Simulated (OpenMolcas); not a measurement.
# A workflow on SiH4O (silanol)

Aim: a single-point energy (HF/ANO-R0), then the energy (CASSCF(2,2)/ANO-R1), then an energy scan (CASPT2(2,2)/ANO-R1), then an energy scan (SC-NEVPT2(2,2)/ANO-R1), then the energy along one coordinate (MC-PDFT[tPBE](2,2)/ANO-R1) of SiH4O (silanol). 

The results are computed with OpenMolcas 26.06.

## (1) The structure to begin with

SiH4O has 6 atoms, charge 0, and is taken as a singlet. SMILES: `O[SiH3]`. The shape is that of a PBE0-D4/def2-TZVP optimisation.

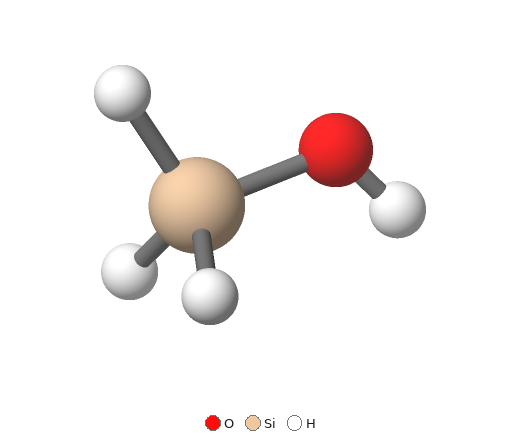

The structure, seen from a chosen angle (oxygen red, silicon light orange, hydrogen white).

## (2) The energy at HF/ANO-R0 (sfX2C) (run 1)

The input, mol.xyz:

```xyz
6

O      0.636700    -1.030300     0.419000
Si    -0.035700     0.346500    -0.187000
H      0.069100    -1.629200     0.904700
H     -1.128300     0.045700    -1.152800
H      1.060500     1.064900    -0.875600
H     -0.602300     1.202400     0.891700
```

The input, step1.input:

```
* H4OSi Hartree-Fock

&GATEWAY
 COORD=mol.xyz
 BASIS=ANO-R0
 GROUP=NoSym

&SEWARD

&SCF
 PRORBITALS=0

&LOCALISATION
 OCCUPIED
 FREEZE
 PIPEK-MEZEY

&LOCALISATION
 FILEORB=$Project.LocOrb
 VIRTUAL
 PIPEK-MEZEY
```

The run is started by

```console
$ export MOLCAS_MEM=1860
$ pymolcas step1.input > step1.log
```

Log:

```text
--- Start Module: gateway ---
[...]
--- Stop Module: gateway /rc=_RC_ALL_IS_WELL_ ---
[...]
      Basis functions           18
[...]
       Convergence after  11 Iterations
[...]
::    Total SCF energy                               -366.2279509103
[...]
      Total spin, S                                     0.0000000000
[...]
      Total electronic charge=   26.000000
      Total            charge=   -0.000000
[...]
      Dipole Moment (debye):
      Origin of the operator (angstrom)=    0.1787   -0.1270    0.0258
                   X= -2.5795E-01               Y= -1.8594E+00               Z=  1.1197E+00           Total=  2.1858E+00
      Quadrupole Moment (debye*angstrom):
[...]
--- Start Module: localisation ---
[...]
--- Stop Module: localisation /rc=_RC_ALL_IS_WELL_ ---
--- Start Module: localisation ---
[...]
--- Stop Module: localisation /rc=_RC_ALL_IS_WELL_ ---
[...]
```

Run time: 6.9 s. Hardware: 1 thread of AMD EPYC 7R43 (Zen 3), shared host; peak memory 0.37 GiB.

## (3) The energy at CASSCF(2,2)/ANO-R1 (sfX2C) (run 2)

mol.xyz is that of step 2.

The input, step2.input:

```
&GATEWAY
 Coord
 mol.xyz
 Basis
 ANO-R0
 Group
 NoSym

&SEWARD

&RASSCF
 FileOrb
 $CurrDir/step1.LocOrb
 Alter
 2
 1 9 13
 1 14 15
 Spin
 1
 Nactel
 2 0 0
 Inactive
 12
 Ras2
 2
 OrbListing
 Nothing
>>> COPY $Project.RunFile RUNFIL1
>>> COPY $Project.RasOrb INPORB

&GATEWAY
 Coord
 mol.xyz
 Basis
 ANO-R1
 Group
 NoSym

&SEWARD
>>> COPY $Project.RunFile RUNFIL2

&EXPBAS

&RASSCF
 FileOrb
 $Project.ExpOrb
 Spin
 1
 Nactel
 2 0 0
 Inactive
 12
 Ras2
 2
 OrbListing
 Nothing
```

The run is started by

```console
$ export MOLCAS_MEM=1860
$ pymolcas step2.input > step2.log
```

Log:

```text
--- Start Module: gateway ---
[...]
--- Stop Module: gateway /rc=_RC_ALL_IS_WELL_ ---
[...]
      Basis functions           18
[...]
      Number of active orbitals                  2
[...]
      Spin quantum number                      0.0
[...]
      Active orbitals                            2
[...]
      Number of CSFs                             3
[...]
      Number of root(s) required                 1
[...]
      Convergence after 15 iterations
[...]
      printout of CI-coefficients larger than  0.05 for root  1
      energy=    -366.243792
      conf/sym  11     Coeff  Weight
             1  20   0.99442 0.98887
             3  02  -0.10550 0.01113
      Natural orbitals and occupation numbers for root  1
      sym 1:   1.977739   0.022261
      ************************************************************************************************************************
      *                                                    Final results                                                     *
[...]
::    RASSCF root number  1 Total energy:   -366.24379215
[...]
      Basis functions           52
[...]
--- Start Module: expbas ---
[...]
--- Stop Module: expbas /rc=_RC_ALL_IS_WELL_ ---
--- Start Module: rasscf ---
[...]
      Convergence after 17 iterations
[...]
      Natural orbitals and occupation numbers for root  1
      sym 1:   1.982199   0.017801
      ************************************************************************************************************************
      *                                                    Final results                                                     *
[...]
::    RASSCF root number  1 Total energy:   -366.86916890
[...]
      Total electronic charge=   26.000000
      Total            charge=   -0.000000
[...]
      Dipole Moment (debye):
      Origin of the operator (angstrom)=    0.1787   -0.1270    0.0258
                   X= -1.2837E+00               Y= -2.2379E-01               Z=  4.5817E-01           Total=  1.3813E+00
      Quadrupole Moment (debye*angstrom):
[...]
--- Stop Module: rasscf /rc=_RC_ALL_IS_WELL_ ---
[...]
```

Run time: 19 s. Hardware: 1 thread of AMD EPYC 7R43 (Zen 3), shared host; peak memory 0.39 GiB.

## (4) An energy scan at CASPT2(2,2)/ANO-R1 (sfX2C, ipea shift 0.25 Eh, pt2 variant SS) (run 3)

The input, step3.input:

```
>>> COPY $CurrDir/step2.RasOrb $Project.RasOrb
>>> ForEach K in (1, 2, 3, 4, 5, 6, 7, 8, 9)

&gateway
  coord=$CurrDir/point$K.xyz
  basis=ANO-R1
  group=NoSym

&seward

&rasscf
  fileorb=$Project.RasOrb
  spin=1
  nactel=2 0 0
  inactive=12
  ras2=2
  orblisting=Nothing

&caspt2
  imaginary=0.2
  frozen=6
>>> EndDo
```

The run is started by

```console
$ export MOLCAS_MEM=1860
$ pymolcas step3.input > step3.log
```

Log, shortened:

```text
[...]
      Basis functions           52
[...]
      Number of active orbitals                  2
[...]
      Spin quantum number                      0.0
[...]
      Active orbitals                            2
[...]
      Number of CSFs                             3
[...]
      Number of root(s) required                 1
[...]
      Convergence after 13 iterations
[...]
      Natural orbitals and occupation numbers for root  1
      sym 1:   1.987857   0.012143
      ************************************************************************************************************************
      *                                                    Final results                                                     *
[...]
::    RASSCF root number  1 Total energy:   -366.85664189
[...]
      E2 (Variational):          -0.2787937409
[...]
::    CASPT2 Root  1     Total energy:   -367.13543564
[...]
      Convergence after 16 iterations
[...]
      Natural orbitals and occupation numbers for root  1
      sym 1:   1.982232   0.017768
      ************************************************************************************************************************
      *                                                    Final results                                                     *
[...]
      Convergence after 14 iterations
[...]
      Natural orbitals and occupation numbers for root  1
      sym 1:   1.811610   0.188390
      ************************************************************************************************************************
      *                                                    Final results                                                     *
[...]
      Convergence after 13 iterations
[...]
      Natural orbitals and occupation numbers for root  1
      sym 1:   1.624458   0.375542
      ************************************************************************************************************************
      *                                                    Final results                                                     *
[...]
      Convergence after 11 iterations
[...]
::    RASSCF root number  1 Total energy:   -366.70179979
[...]
::    CASPT2 Root  1     Total energy:   -366.95693117
[...]
      Convergence after 10 iterations
[...]
::    RASSCF root number  1 Total energy:   -366.69651075
[...]
      E2 (Variational):          -0.2524587527
[...]
::    CASPT2 Root  1     Total energy:   -366.94896950
[...]
```

Run time: 94 s. Hardware: 1 thread of AMD EPYC 7R43 (Zen 3), shared host; peak memory 0.39 GiB.

The scan, from its lowest point:

| H3–O1 (Å) | energy (kJ/mol) |
| --- | --- |
| 0.862 | 33.8 |
| 0.957 | 0.0 |
| 1.053 | 18.7 |
| 1.197 | 91.9 |
| 1.388 | 210.8 |
| 1.628 | 341.3 |
| 1.915 | 443.3 |
| 2.298 | 502.5 |
| 2.872 | 523.4 |

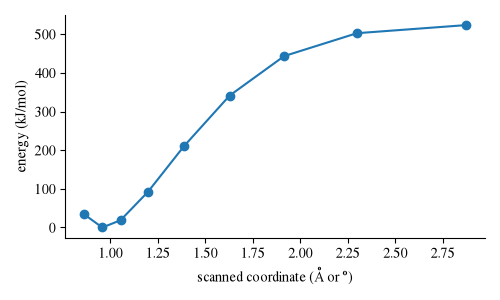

Energy along the scan.

## (5) An energy scan at SC-NEVPT2(2,2)/ANO-R1 (sfX2C, pt2 variant SC-NEVPT2) (run 4)

The input, step4.inp:

```
>>> EXPORT MOLCAS_PRINT=2
>>> COPY $CurrDir/step2.RasOrb $Project.RasOrb
>>> ForEach K in (1, 2, 3, 4, 5, 6, 7, 8, 9)

&GATEWAY
 COORD
 $CurrDir/point$K.xyz
 BASIS
 ANO-R1
 GROUP
 NoSym

&SEWARD

&RASSCF
 FILEORB
 $Project.RasOrb
 SPIN
 1
 NACTEL
 2 0 0
 INACTIVE
 12
 RAS2
 2
 ORBLISTING
 Nothing

&CASPT2
 SC-NEVPT2
 FROZEN
 6
>>> EndDo
```

The run is started by

```console
$ export MOLCAS_MEM=1860
$ pymolcas step4.inp > step4.log
```

Log, shortened:

```text
[...]
      Basis functions           52
[...]
      Number of active orbitals                  2
[...]
      Spin quantum number                      0.0
[...]
      Active orbitals                            2
[...]
      Number of CSFs                             3
[...]
      Number of root(s) required                 1
[...]
      Convergence after 13 iterations
[...]
      Natural orbitals and occupation numbers for root  1
      sym 1:   1.987857   0.012143
      ************************************************************************************************************************
      *                                                    Final results                                                     *
[...]
::    RASSCF root number  1 Total energy:   -366.85664189
[...]
      E2 (Variational):          -0.2782346871
[...]
::    SC-NEVPT2 Root  1     Total energy:   -367.13480573
[...]
      Convergence after 16 iterations
[...]
      Natural orbitals and occupation numbers for root  1
      sym 1:   1.982232   0.017768
      ************************************************************************************************************************
      *                                                    Final results                                                     *
[...]
      Convergence after 14 iterations
[...]
      Natural orbitals and occupation numbers for root  1
      sym 1:   1.811610   0.188390
      ************************************************************************************************************************
      *                                                    Final results                                                     *
[...]
      Convergence after 13 iterations
[...]
      Natural orbitals and occupation numbers for root  1
      sym 1:   1.624458   0.375542
      ************************************************************************************************************************
      *                                                    Final results                                                     *
[...]
      Convergence after 11 iterations
[...]
::    RASSCF root number  1 Total energy:   -366.70179979
[...]
::    SC-NEVPT2 Root  1     Total energy:   -366.95322414
[...]
      Convergence after 10 iterations
[...]
::    RASSCF root number  1 Total energy:   -366.69651075
[...]
      E2 (Variational):          -0.2488482721
[...]
::    SC-NEVPT2 Root  1     Total energy:   -366.94535902
[...]
```

Wall time 1.7 min (1 thread of AMD EPYC 7R43 (Zen 3), shared host); peak memory 0.39 GiB.

The scan, from its lowest point:

| H3–O1 (Å) | energy (kJ/mol) |
| --- | --- |
| 0.862 | 36.4 |
| 0.957 | 0.0 |
| 1.053 | 16.4 |
| 1.197 | 87.8 |
| 1.388 | 207.7 |
| 1.628 | 343.9 |
| 1.915 | 451.9 |
| 2.298 | 513.2 |
| 2.872 | 533.8 |

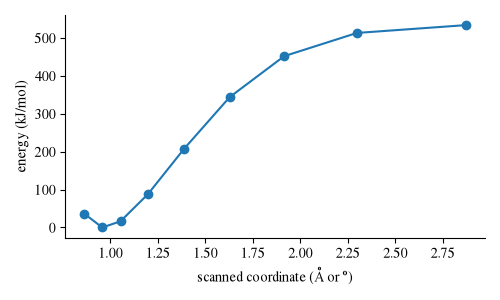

Energy along the scan.

## (6) The energy along one coordinate at MC-PDFT[tPBE](2,2)/ANO-R1 (sfX2C) (run 5)

The input, step5.inp:

```
* H4OSi MC-PDFT
>>> COPY $CurrDir/step2.RasOrb $Project.RasOrb
>>> ForEach K in (1, 2, 3, 4, 5, 6, 7, 8, 9)

&GATEWAY
 Coord = $CurrDir/point$K.xyz
 Basis = ANO-R1
 Group = NoSym

&SEWARD

&RASSCF
 FileOrb = $Project.RasOrb
 Spin = 1
 Nactel = 2 0 0
 Inactive = 12
 Ras2 = 2
 OrbListing = Nothing

&MCPDFT
 KSDFT = T:PBE
>>> EndDo
```

The run is started by

```console
$ export MOLCAS_MEM=1860
$ pymolcas step5.inp > step5.log
```

Log, shortened:

```text
--- Start Module: gateway ---
[...]
      Basis functions           52
[...]
      Number of active orbitals                  2
[...]
      Spin quantum number                      0.0
[...]
      Active orbitals                            2
[...]
      Number of CSFs                             3
[...]
      Number of root(s) required                 1
[...]
      Convergence after 13 iterations
[...]
      Natural orbitals and occupation numbers for root  1
      sym 1:   1.987857   0.012143
      ************************************************************************************************************************
      *                                                    Final results                                                     *
[...]
::    RASSCF root number  1 Total energy:   -366.85664189
[...]
::    MCPDFT root number  1 Total energy:   -367.57316752
[...]
      Convergence after 16 iterations
[...]
      Natural orbitals and occupation numbers for root  1
      sym 1:   1.982232   0.017768
      ************************************************************************************************************************
      *                                                    Final results                                                     *
[...]
      Convergence after 14 iterations
[...]
      Natural orbitals and occupation numbers for root  1
      sym 1:   1.811610   0.188390
      ************************************************************************************************************************
      *                                                    Final results                                                     *
[...]
      Convergence after 13 iterations
[...]
      Natural orbitals and occupation numbers for root  1
      sym 1:   1.624458   0.375542
      ************************************************************************************************************************
      *                                                    Final results                                                     *
[...]
      Convergence after 11 iterations
[...]
::    RASSCF root number  1 Total energy:   -366.70179979
[...]
::    MCPDFT root number  1 Total energy:   -367.38985850
[...]
      Convergence after 10 iterations
[...]
::    RASSCF root number  1 Total energy:   -366.69651075
[...]
      Total electronic charge=   26.000000
      Total            charge=   -0.000000
[...]
::    MCPDFT root number  1 Total energy:   -367.38063254
[...]
```

Wall time 78 s (1 thread of AMD EPYC 7R43 (Zen 3), shared host); peak memory 0.39 GiB.

The scan, from its lowest point:

| H3–O1 (Å) | energy (kJ/mol) |
| --- | --- |
| 0.862 | 36.0 |
| 0.957 | 0.0 |
| 1.053 | 15.8 |
| 1.197 | 84.5 |
| 1.388 | 199.9 |
| 1.628 | 333.6 |
| 1.915 | 447.0 |
| 2.298 | 517.2 |
| 2.872 | 541.5 |

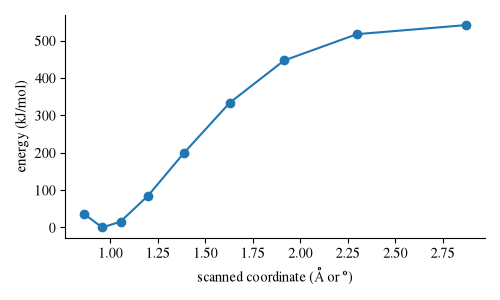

Energy along the scan.

## (7) Outcome

```
                                                   quantity          value
                             run 1, HF/ANO-R0: total energy  -366.22795 Eh
                            run 1, HF/ANO-R0: dipole moment         2.19 D
                              run 1, HF/ANO-R0: HOMO energy      -12.34 eV
                              run 1, HF/ANO-R0: LUMO energy        2.90 eV
                            run 1, HF/ANO-R0: HOMO–LUMO gap       15.24 eV
                    run 2, CASSCF(2,2)/ANO-R1: total energy  -366.86917 Eh
  run 2, CASSCF(2,2)/ANO-R1: dipole moment (CASSCF density)         1.38 D
       run 3, CASPT2(2,2)/ANO-R1: lowest energy of the scan  -367.14833 Eh
    run 4, SC-NEVPT2(2,2)/ANO-R1: lowest energy of the scan  -367.14868 Eh
run 5, MC-PDFT[tPBE](2,2)/ANO-R1: lowest energy of the scan  -367.58686 Eh
```
